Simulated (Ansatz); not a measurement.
## Abstraction of H: BH(SH)2 + GeH2(CH2)(CH3) → B(SH)2 + GeH2(CH3)2

Species: BH(SH)2, singlet; GeH2(CH2)(CH3), doublet; B(SH)2, doublet; GeH2(CH3)2, singlet. A radical takes H: the energy is the difference in strength between the B–H bond broken and the C–H bond made.

Shapes, held fixed at every level: PBE0-D4/def2-TZVP. Flexible molecules stand in one conformer, not always the lowest. Programs: Ansatz 0.2.0. The zero-point and thermal change to 298 K, harmonic and unscaled (PBE0-D4/def2-TZVP), is +6.9 kJ/mol.

| level | kind | ΔH(298 K) (kJ/mol) | less CCSD(T)/def2-TZVPP |
| --- | --- | --- | --- |
| MP2/def2-TZVPP | perturbation theory | +1.5 | -7.1 |
| PBE-D4/def2-TZVPP | GGA | -5.9 | -14.5 |
| wB97M-V/def2-TZVPP | range-separated hybrid | +10.9 | +2.3 |
| B2PLYP/def2-TZVPP | double hybrid | +7.4 | -1.2 |
| CCSD/def2-SVP | coupled cluster or CI | +11.3 | +2.7 |
| CCSD/def2-TZVPP | coupled cluster or CI | +11.8 | +3.2 |
| CCSD(T)/def2-TZVPP | coupled cluster or CI | +8.6 | 0.0 |

The highest level, CCSD(T)/def2-TZVPP, gives ΔH(298 K) = +8.6 kJ/mol; the levels span -5.9 to +11.8. They disagree on the sign: 6 of 7 are positive. The column of differences is taken from that level and isn't an error. No measured value is set beside it here. Open shells run unrestricted. Relativity is left out for Ge. Outer-core shells of Ge are correlated, in sets that cover them unevenly.

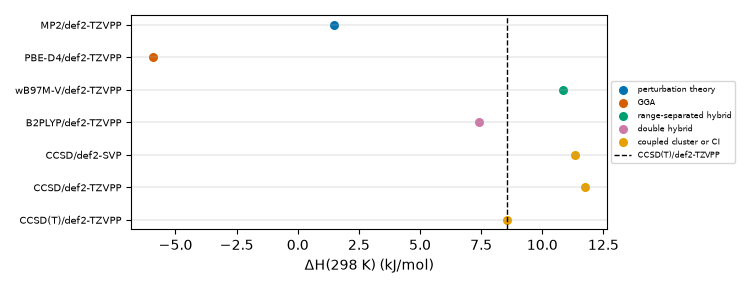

The values of the table, level by level.
